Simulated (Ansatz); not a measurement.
**AsH3 (arsine) at B3LYP/6-31G(d) (Cartesian functions)**

Aim: the vertical ionisation energy of AsH3 (arsine) at B3LYP/6-31G* (Cartesian functions), from 2 runs. 

Program for the calculation: Ansatz 0.2.0.

## 1. The structure to begin with

AsH3: 4 atoms, total charge 0, spin state singlet. As SMILES, `[AsH3]`. The shape is that of a PBE0-D4/def2-TZVP optimisation.

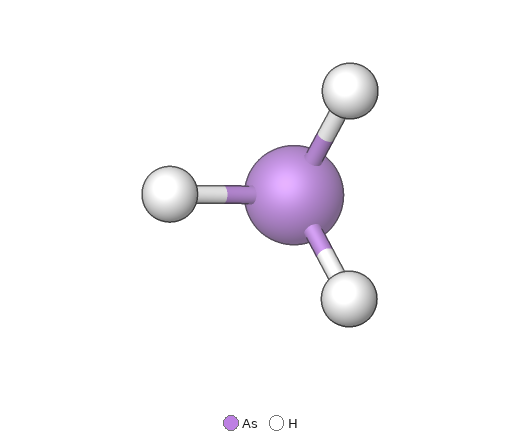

Viewed from a chosen angle; arsenic purple, hydrogen white.

## 2. The energy at B3LYP/6-31G(d) (Cartesian functions)

Contents of molecule.yaml:

```yaml
crystal:
  periodic: [false, false, false]
  atoms:
    - {symbol: As, position_ang: [-0.215800, 0.487600, -0.346000]}
    - {symbol: H, position_ang: [0.349900, 0.630300, 1.059400]}
    - {symbol: H, position_ang: [-1.068000, -0.705500, 0.061100]}
    - {symbol: H, position_ang: [0.933900, -0.412500, -0.774500]}
basis:
  gaussian: {orbitals: "6-31G*"}
hamiltonian: {xc: {name: B3LYP}}
accuracy: high
output: {orbitals: {seedname: orbitals}}
```

Run with:

```bash
$ ansatz run molecule.yaml --threads 1 --pin off --max-ram 3480MiB --events-out events.jsonl --progress --plain --runs-dir runs
```

Standard output:

```text
Warning: RAYON_NUM_THREADS=1 ignored (pool sized by the plan → 1); use --threads N
Functional definition: B3LYP
  name "B3LYP"
  parameter a0 = 0.2
  parameter ax = 0.72
  parameter ac = 0.81
  exchange = (1 - a0 - ax)*slater_x + ax*b88_x + a0*exact_x
  correlation = (1 - ac)*vwn_rpa_c + ac*lyp_c
711 factors; integrals over basis functions are off by at most 3.9e-9 eV
mean field evaluation 1: about -60883.0480 eV, gradient 9.0e0 eV
mean field evaluation 2: about -60883.1911 eV, gradient 4.3e0 eV
mean field evaluation 4: about -60883.2256 eV, gradient 4.0e-1 eV
mean field evaluation 8: about -60883.2718 eV, gradient 1.2e-2 eV
mean field evaluation 16: about -60883.2719 eV, gradient 2.8e-7 eV
mean field -60883.27185066 eV, -2237.4189723479 hartree, gradient 1.2e-8 eV, S^2 0.000000; 0 other end points of the search recorded, 0 dependent functions left out
reference -60883.27187950 eV, -2237.4189734078 hartree; 18, 18 occupied and 23, 23 virtual orbitals, 711 factors
Total energy: -60883.27187950 eV, -2237.4189734078 hartree
```

Wall time 3 s (1 thread of Intel Xeon Platinum 8175M at 2.50GHz (Skylake/Cascade Lake), shared host); peak memory 0.12 GiB.

## 3. The doublet cation

Contents of in.yaml:

```yaml
crystal:
  periodic: [false, false, false]
  atoms:
    - {symbol: As, position_ang: [-0.215800, 0.487600, -0.346000]}
    - {symbol: H, position_ang: [0.349900, 0.630300, 1.059400]}
    - {symbol: H, position_ang: [-1.068000, -0.705500, 0.061100]}
    - {symbol: H, position_ang: [0.933900, -0.412500, -0.774500]}
basis:
  gaussian: {orbitals: "6-31G*"}
total_charge: 1
magnetization: {spin_polarized: true, initial_magnetization: 1}
hamiltonian: {xc: {name: B3LYP}}
accuracy: high
output: {orbitals: {seedname: orbitals}}
```

Run with:

```bash
$ ansatz run in.yaml --threads 1 --pin off --max-ram 3480MiB --events-out events.jsonl --progress --plain --runs-dir runs
```

Standard output (excerpt; [...] marks lines left out):

```text
Warning: RAYON_NUM_THREADS=1 ignored (pool sized by the plan → 1); use --threads N
[... 7 set-up lines as earlier in the session ...]
711 factors; integrals over basis functions are off by at most 3.9e-9 eV
mean field evaluation 1: about -60872.1198 eV, gradient 9.1e0 eV
mean field evaluation 2: about -60872.5748 eV, gradient 5.5e0 eV
mean field evaluation 4: about -60872.7224 eV, gradient 1.3e-1 eV
mean field evaluation 8: about -60872.7754 eV, gradient 9.4e-3 eV
mean field evaluation 16: about -60872.7754 eV, gradient 7.1e-7 eV
mean field -60872.77535809 eV, -2237.0332333609 hartree, gradient 3.8e-8 eV, S^2 0.751041; 0 other end points of the search recorded, 0 dependent functions left out
reference -60872.77538721 eV, -2237.0332344309 hartree; 18, 17 occupied and 23, 24 virtual orbitals, 711 factors
Total energy: -60872.77538721 eV, -2237.0332344309 hartree
```

Run time: 4.8 s. Hardware: 1 thread of Intel Xeon Platinum 8175M at 2.50GHz (Skylake/Cascade Lake), shared host; peak memory 0.16 GiB.

## 4. Summary of results

Level: B3LYP/6-31G* (Cartesian functions).

| quantity | value |
| --- | --- |
| singlet AsH3: total energy | -2237.41897 Eh |
| singlet AsH3: HOMO energy | -7.54 eV |
| singlet AsH3: LUMO energy | 0.67 eV |
| singlet AsH3: HOMO–LUMO gap | 8.22 eV |
| doublet cation: total energy | -2237.03323 Eh |
| doublet cation: HOMO energy (highest over α and β) | -16.70 eV |
| doublet cation: LUMO energy (lowest over α and β) | -13.45 eV |
| doublet cation: ⟨S²⟩ | 0.751 |
| vertical ionisation energy (to the doublet cation) | 10.496 eV |

What this shows: The vertical ionisation energy comes to 10.50 eV (242 kcal/mol). The negative HOMO energy of the first species, 7.54 eV, lies 2.95 eV below that difference.
